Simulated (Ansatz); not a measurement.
# Converging the k-point mesh: Au (P-1, 2 atoms in the cell)

```
CELL_PARAMETERS angstrom
      2.82957     0.00000     0.00000
     -0.01302     2.83428     0.00000
     -1.14359    -1.19134     4.94864
ATOMIC_POSITIONS crystal
  Au 0.33124 0.33829 0.73604
  Au 0.67286 0.66596 0.27406
```

Method: LDA (PW92), default PAW files made with PBE (plane waves; Ansatz, an electronic-structure program).

Base settings: basis.ecutwfc = 420 eV; kpoints.mp_grid.grid = 12 12 7; hamiltonian.xc = lda; hamiltonian.pseudopotentials = {kind: paw} (the program's default PAW files); scf.occupations.method = gaussian; scf.occupations.width = 0.1 eV.

The second cell is the first with its lattice scaled by 0.98.

Only quantities that move along the ladder and can be compared are tabulated.

The count of work is k-points × plane waves × bands × iterations; it is no time. Core times come from one kind of shared machine, to one figure; runs under 30 s give none.

The starting cell comes from a database of computed structures (which also holds hypothetical and non-ambient phases and stackings), without a prior relaxation at this level. Its lattice was rescaled by up to half a per cent. One atom was moved a little off its site on purpose. In the base run, with a pressure of about -13 GPa the cell is away from its equilibrium volume at this level. Ansatz's pressure includes its estimate of the finite-basis (Pulay) stress.

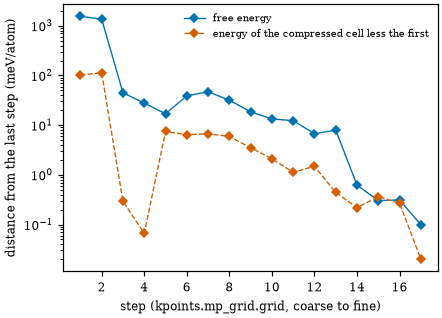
Figure: Distance from the last step along the ladder; very small values are drawn at a floor.

```csv
kpoints.mp_grid.grid,free energy less the last step's (meV/atom),energy of the compressed cell less the first (meV/atom),pressure (GPa),largest difference of a force vector from the last step's (eV/Å),count of work / last,core time / last (rough)
2 2 1,1554.84,26.84,-0.88,1.227,0.0018,–
2 2 2,1354.64,38.12,0.55,0.634,0.0035,–
3 3 2,44.86,-75.49,-13.38,0.148,0.0044,–
4 4 2,27.78,-75.27,-13.50,0.257,0.0088,–
4 4 3,17.04,-82.67,-14.33,0.225,0.0098,–
5 5 3,38.85,-68.78,-12.50,0.068,0.014,–
6 6 3,-47.09,-81.92,-14.21,0.029,0.025,–
6 6 4,-31.70,-81.13,-14.09,0.025,0.033,–
7 7 4,18.57,-71.69,-12.80,0.012,0.037,–
8 8 4,-13.36,-77.30,-13.54,0.041,0.050,–
8 8 5,-12.31,-76.33,-13.40,0.014,0.061,–
9 9 5,6.73,-73.71,-13.10,0.010,0.077,–
10 10 6,-7.94,-74.76,-13.23,0.011,0.11,–
12 12 7,-0.62,-74.98,-13.26,0.005,0.19,–
13 13 7,-0.30,-75.57,-13.34,0.003,0.22,–
15 15 9,0.31,-75.47,-13.32,0.005,0.38,0.4
19 19 11,-0.10,-75.20,-13.28,0.002,0.75,1
21 21 12,0.00,-75.20,-13.28,0.000,1.0,1
```

Coarsest kpoints.mp_grid.grid that holds the free energy within 2 meV/atom of the last step, with all finer ones: 12 12 7, at 0.19 of the last step's count of work; the step before is off by 7.9 meV/atom.

Coarsest kpoints.mp_grid.grid that holds the forces within 0.02 eV/Å of the last step, with all finer ones: 8 8 5, at 0.061 of the last step's count of work; the step before is off by 0.041 eV/Å.

Coarsest kpoints.mp_grid.grid that holds the pressure within 0.2 GPa of the last step, with all finer ones: 8 8 5, at 0.061 of the last step's count of work; the step before is off by 0.27 GPa.

The energy difference between the two cells stays within 1 meV/atom of the last step's from 10 10 6 on, the total only from 12 12 7 on: much of the error is common to both cells and cancels.

Keys are those of Ansatz 0.2.
